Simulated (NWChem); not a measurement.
# S2F2 (Difluorodisulfane): B3LYP/6-31G(d) (spherical functions)

What is the energy change on altering one bond length of S2F2 (Difluorodisulfane) at B3LYP/6-31G* (spherical functions)? 

The results are computed with NWChem 7.3.0.

3 further runs of the same task are left out: 3 that didn't finish. Runs told in other sessions of the task aren't counted.

### Step 1. The structure to begin with

S2F2 has 4 atoms, charge 0, and is taken as a singlet. SMILES: `FSSF`. Geometry: relaxed at PBE0-D4/def2-TZVP.

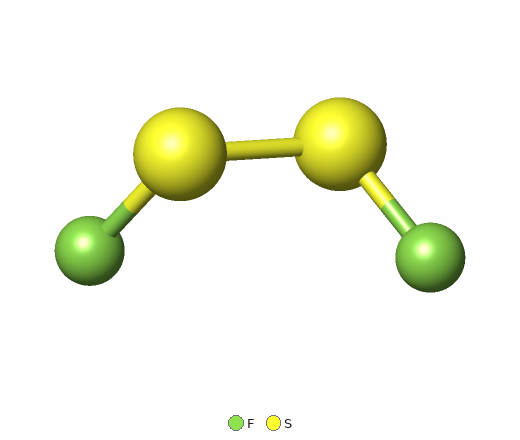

Viewed from a chosen angle; fluorine green, sulfur yellow.

### Step 2. Energy and gradient at B3LYP/6-31G(d) (spherical functions)

Input file run.py:

```python
from ase import Atoms
from ase.calculators.nwchem import NWChem

system = Atoms(['F', 'S', 'S', 'F'], positions=[
    [-1.783750, -0.199930, -0.621590],
    [-0.467670, 0.764150, -0.632370],
    [1.044990, -0.276390, -0.184720],
    [1.206410, -0.287820, 1.438680],
])

calc = NWChem(
    label='nw',
    theory='dft',
    memory='2200 mb',
    basis='6-31G*',
    basispar='spherical bse',
    dft={'xc': 'b3lyp', 'mult': '1', 'grid': 'xfine', 'convergence': 'energy 1e-08', 'iterations': '100', 'mulliken': None},
)
system.calc = calc

forces = system.get_forces()
print("Total energy (eV):", round(system.get_potential_energy(), 6))
print("forces (eV/A):")
for s, f in zip(system.symbols, forces):
    print(f"{s:2s} {f[0]:10.5f} {f[1]:10.5f} {f[2]:10.5f}")
print("dipole (e A):", system.get_dipole_moment().round(4))
```

Run with:

```console
$ export ASE_NWCHEM_COMMAND="nwchem PREFIX.nwi > PREFIX.nwo"
$ python run.py
```

Output:

```text
Total energy (eV): -27102.303157
forces (eV/A):
F    -0.76038   -0.55772   -0.02263
S    -0.37050    1.33841   -0.31038
S     1.01595   -0.79308   -0.60323
F     0.11493    0.01239    0.93624
dipole (e A): [ 0.1516  0.1281 -0.2146]
```

The calculator wrote nw.nwi:

```
title "nw"

permanent_dir nw

scratch_dir nw

start nw

geometry units angstrom nocenter noautosym noautoz
  F  -1.7837499999999999e+00 -1.9993000000000000e-01 -6.2158999999999998e-01
  S  -4.6766999999999997e-01 7.6415000000000000e-01 -6.3236999999999999e-01
  S  1.0449900000000001e+00 -2.7639000000000002e-01 -1.8472000000000000e-01
  F  1.2064100000000000e+00 -2.8782000000000002e-01 1.4386800000000000e+00
end

memory 2200 mb

basis spherical bse noprint
   * library 6-31G*
end

dft
  xc b3lyp
  mult 1
  grid xfine
  convergence energy 1e-08
  iterations 100
  mulliken
end

task dft gradient
```

nw.nwo:

```text
Northwest Computational Chemistry Package (NWChem) 7.3.0
             --------------------------------------------------------

           Job information
           ---------------

    nwchem branch   = 7.3.0
    use scalapack   = T
    input           = nw.nwi
    prefix          = nw.
    data base       = nw/nw.db
    status          = startup
    nproc           =        1

           Memory information
           ------------------

    heap     =     72089596 doubles =      550.0 Mbytes
    stack    =     72089601 doubles =      550.0 Mbytes
    global   =    144179200 doubles =     1100.0 Mbytes (distinct from heap & stack)
    total    =    288358397 doubles =     2200.0 Mbytes
    verify   = yes
    hardfail = no

           Directory information
           ---------------------

  0 permanent = nw
  0 scratch   = nw

                                NWChem Input Module
                                -------------------

                                        nw
                                        --

 Scaling coordinates for geometry "geometry" by  1.889725989
 (inverse scale =  0.529177249)

                             Geometry "geometry" -> ""
                             -------------------------

 Output coordinates in angstroms (scale by  1.889725989 to convert to a.u.)

[... 15 lines left out ...]
            Nuclear Dipole moment (a.u.)
[... 53 lines left out ...]
  convergence criterion.
[... 16 lines left out ...]
          Convergence on density requested:  1.00D-05
[... 22 lines left out ...]
          Spatial weights used:  Erf1
[... 3 lines left out ...]
          Convergence aids based upon iterative change in
[... 76 lines left out ...]
         Total DFT energy =     -995.991278516751
[... 1 line left out ...]
           Coulomb energy =      682.581563505616
[... 1 line left out ...]
 Nuclear repulsion energy =      230.128335782588
[... 520 lines left out ...]
          Convergence on energy requested:  1.00D-08
[... 1 line left out ...]
          Convergence on gradient requested:  5.00D-04
[... 23 lines left out ...]
          Convergence Information
[... 2 lines left out ...]
          total energy or number of iterations.
[... 5 lines left out ...]
                    Damping( 0%)  Levelshifting(0.5)       DIIS
                  --------------- ------------------- ---------------
          dE  on:    start            ASAP                start
          dE off:    2 iters        100 iters           100 iters

      Screening Tolerance Information
      -------------------------------
          Density screening/tol_rho:  1.00D-11
          AO Gaussian exp screening on grid/accAOfunc:  18
          CD Gaussian exp screening on grid/accCDfunc:  20
          XC Gaussian exp screening on grid/accXCfunc:  20
          Schwarz screening/accCoul:  1.00D-09

                            NWChem DFT Gradient Module
                            --------------------------

                                        nw

  charge          =   0.00
  wavefunction    = closed shell

                         DFT ENERGY GRADIENTS

    atom               coordinates                        gradient
                 x          y          z           x          y          z
   1 F      -3.370799  -0.377813  -1.174635    0.014787   0.010846   0.000440
   2 S      -0.883768   1.444034  -1.195006    0.007205  -0.026028   0.006036
   3 S       1.974745  -0.522301  -0.349070   -0.019757   0.015423   0.011731
   4 F       2.279784  -0.543901   2.718711   -0.002235  -0.000241  -0.018207

                 ----------------------------------------
                 |  Time  |  1-e(secs)   |  2-e(secs)   |
                 ----------------------------------------
                 |  CPU   |       0.00   |       0.88   |
                 ----------------------------------------
                 |  WALL  |       0.00   |       0.88   |
                 ----------------------------------------

 Task  times  cpu:        8.2s     wall:        8.2s
 Total times  cpu:        8.2s     wall:        8.2s
```

Run time: 9.3 s. Hardware: 1 thread of Intel Xeon 6975P-C (Granite Rapids), shared host; peak memory 0.13 GiB.

### Step 3. The distorted shape: the energy at B3LYP/6-31G(d) (spherical functions)

Input file f2s2.nw:

```
start f2s2
title "F2S2 B3LYP"
memory total 2200 mb

geometry units au noautosym nocenter noautoz
  F   -3.61483065  -0.36053329  -3.62885619
  S   -1.12779989   1.46131387  -3.64922744
  S    1.73071323  -0.50502175  -2.80329154
  F    2.27978449  -0.54390097   2.71871118
end

basis spherical bse
  * library 6-31G*
end

dft
  xc b3lyp
  grid xfine
  convergence energy 1e-08
  iterations 100
  mulliken
end

task dft
```

Run with:

```console
$ nwchem f2s2.nw > f2s2.out
```

Output:

```text
[...]
          Wavefunction type:  closed shell.
          No. of atoms     :     4
          No. of electrons :    50
[...]
          Charge           :     0
          Spin multiplicity:     1
[...]
          AO basis - number of functions:    64
[...]
              XC Information
              --------------
                         B3LYP Method XC Potential
                     Hartree-Fock (Exact) Exchange  0.200
                        Slater Exchange Functional  0.800 local
                    Becke 1988 Exchange Functional  0.720 non-local
              Lee-Yang-Parr Correlation Functional  0.810
                  VWN I RPA Correlation Functional  0.190 local
[...]
 d= 0,ls=0.0,diis     1   -995.5263058499 -1.20D+03  1.11D-01  1.98D+00     0.9
[...]
 d= 0,ls=0.0,diis    29   -995.8793752933 -4.01D-09  2.98D-07  6.13D-10    20.8
         Total DFT energy =     -995.879375293275
      One electron energy =    -1774.820989010138
           Coulomb energy =      651.673788403173
    Exchange-Corr. energy =      -72.247508209144
 Nuclear repulsion energy =      199.515333522835
[...]
      Total Density - Mulliken Population Analysis
     ---------------------------------------------
    Atom       Charge   Shell Charges
 -----------   ------   -------------------------------------------------------
    1 F    9     9.32   2.00  0.95  3.27  1.03  2.06  0.02
    2 S   16    15.46   2.00  2.00  5.97  1.46  2.73  0.43  0.72  0.16
    3 S   16    15.89   2.00  2.00  5.97  1.46  2.85  0.51  1.05  0.06
    4 F    9     9.34   2.00  0.94  3.21  1.06  2.13  0.00
[...]
```

It took 22 s on 1 thread of Intel Xeon 6975P-C (Granite Rapids), shared host; peak memory 0.12 GiB.

### Step 4. What came out

Level: B3LYP/6-31G* (spherical functions).

```
                                                         quantity          value
                                        first shape: total energy  -995.99128 Eh
                                       first shape: dipole moment         1.40 D
                                         first shape: HOMO energy       -7.91 eV
                                         first shape: LUMO energy       -1.38 eV
                                       first shape: HOMO–LUMO gap        6.53 eV
                            first shape: largest force on an atom     1.423 eV/Å
                                    distorted shape: total energy  -995.87938 Eh
                                   distorted shape: dipole moment         5.55 D
                                     distorted shape: HOMO energy       -7.66 eV
                                     distorted shape: LUMO energy       -5.70 eV
                                   distorted shape: HOMO–LUMO gap        1.96 eV
energy change with the S3–F4 bond stretched from 1.631 to 2.937 Å       3.045 eV
```

**Reading.** One bond (distorted shape) is far stretched, which a spin-restricted single reference describes badly; a broken-symmetry solution may lie lower. With the S3–F4 bond stretched from 1.631 to 2.937 Å the energy rises by 3.05 eV (294 kJ/mol). The first shape isn't relaxed at this level, so the change isn't measured from a minimum. A restricted reference can't describe the breaking bond well at this length. The largest force (first shape) is 1.42 eV/Å: the shape isn't a stationary point for this species at this level. Mulliken charges (first shape) run from -0.36 on F1 to +0.36 on S2. Mulliken charges (distorted shape) run from -0.34 on F4 to +0.54 on S2; they depend strongly on the basis.
